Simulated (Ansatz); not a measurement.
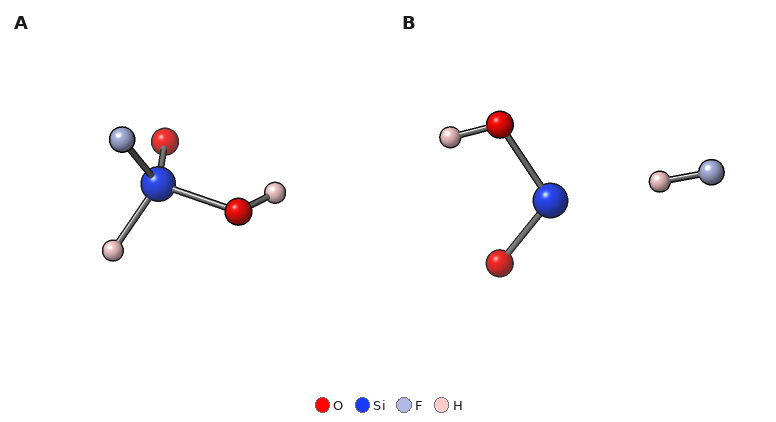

2 stationary structures of one formula. Charge −1, singlet. Geometries: PBE-D4/def2-SVPD. Electronic energies: PBE-D4/def2-SVPD (Ansatz 0.2.0), without zero-point energy. No frequency run is at hand to confirm each as a minimum.

**Rank them by energy, lowest first.**

A is lowest (C1); B lies 1.749 eV above it (Cs).
